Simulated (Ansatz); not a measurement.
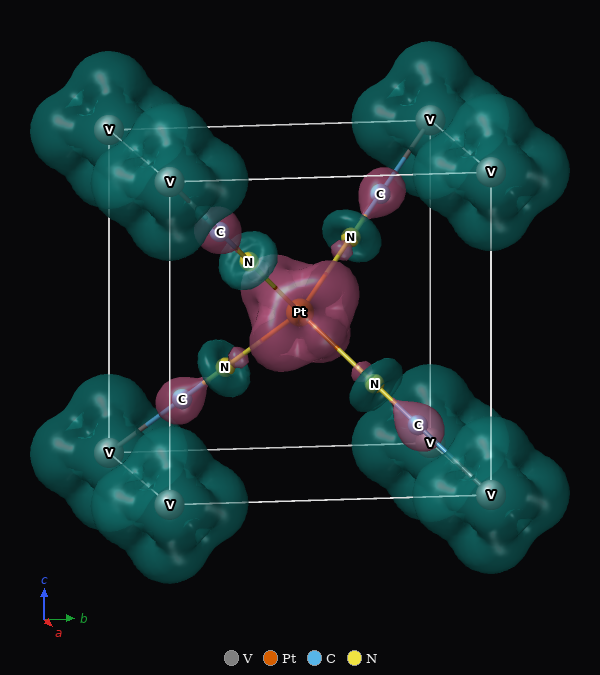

The picture shows: VPtC4N4. Isosurfaces of the magnetisation density (up minus down) at +0.03 (teal) and −0.03 e/Å³ (pink), seen slightly off an axis. Sticks mark near contacts.

Space group P-43m; a structure generated by program, which may or may not match a known phase; spin-polarised.

Theory: DFT PBE, scalar-relativistic, plane waves, PAW in Ansatz 0.2.0.

Core electrons are frozen (PAW), and the valence fields are smoothed inside the atomic spheres.

Q: Describe the spin distribution.

A: The spin density sits on V: +1.1 μB; Pt: −0.4 μB in one cell of 10 atoms: ferrimagnetic (opposed moments on unlike sites) in this solution. The cell of the calculation (10 atoms) carries 1.0 μB of net spin moment.
